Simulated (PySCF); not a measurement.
# C₄H₉NO₂Si (SMILES CC(=O)N/C=C/O[SiH3]): what the fields show

Input

```
{"job": {"kind": "uv", "xc": "B3LYP", "basis": "def2-SVPD", "ip": true, "dynamic": true}, "charge": 0, "multiplicity": 1}
C     -3.290415    -0.247984    -0.469105
C     -1.880907    -0.419795     0.045886
O     -1.540932    -1.330101     0.771881
N     -0.996656     0.536504    -0.387760
C      0.350915     0.509015    -0.042034
C      1.247958     1.417564    -0.449803
O      2.563119     1.420671    -0.138503
Si     3.383310     0.289895     0.795123
H     -3.658994     0.776933    -0.309912
H     -3.331281    -0.459182    -1.549466
H     -3.942148    -0.956255     0.054211
H     -1.332008     1.275021    -0.992703
H      0.601322    -0.338831     0.602088
H      0.968755     2.260326    -1.092355
H      2.813405     0.242349     2.174399
H      4.792765     0.758339     0.820496
H      3.281303    -1.064057     0.173795
```

Run with:

```sh
OMP_NUM_THREADS=1 python probes_run.py task.json out
```

Geometry: PBE0-D3(BJ)/def2-SVP.

These are results of B3LYP/def2-SVPD, SCF density, gas phase in PySCF, not measurements.

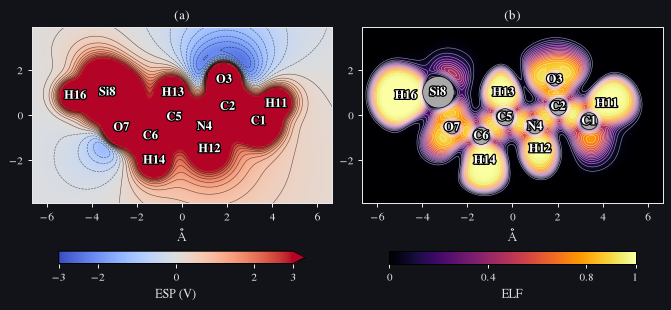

Figure 1. (a) electrostatic potential; (b) ELF on the plane of atoms N4, C5 and H13. Grey discs cover the atomic cores in the ELF map.

Interpret the plot.

Answer. The plane passes through C, O, N, Si and H nuclei.
C–O (1.21 Å): the ELF peaks at about 0.85 between the atoms (a short, multiple covalent bond).
C–C (1.34 Å): the ELF peaks at about 0.95 between the atoms: a short, multiple covalent bond.
C–N (1.37 Å): the ELF peaks at about 0.90 between the atoms: a covalent bond.
Si–O (1.68 Å): the ELF peaks at about 0.90 between the atoms (a shared but strongly polarised pair).
N–H (1.01 Å): the ELF climbs to about 1 towards the hydrogen, as it does in any bond to H: a covalent bond by its length.
The ELF also peaks beside O7 and O3, away from the bonds: lone-pair regions.
Outside the dense part of the molecule the potential is most negative (−2.4 V) near O3.

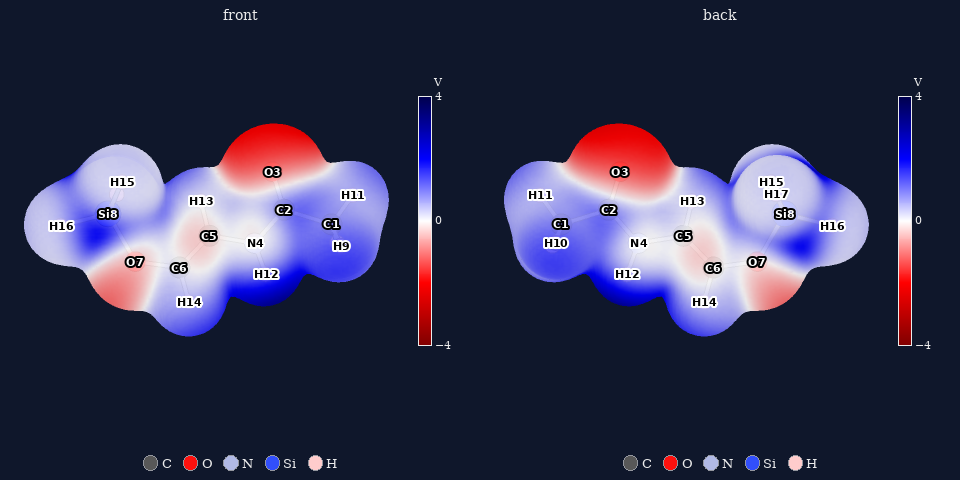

Figure 2. The electrostatic potential painted on the density surface at 0.004 e/bohr³, seen from the front and from behind; red is negative and blue positive.

Which sites attract a positive test charge, and which a negative one?

Answer. A positive charge is drawn to the negative regions and a negative charge to the positive ones. The most negative region (about −2.2 V) lies over O3, the most positive (about +3.0 V) over H12. O3 is the likeliest acceptor of a hydrogen bond.

How polar is the molecule by this calculation?

Answer. Its dipole moment is 3.16 D.
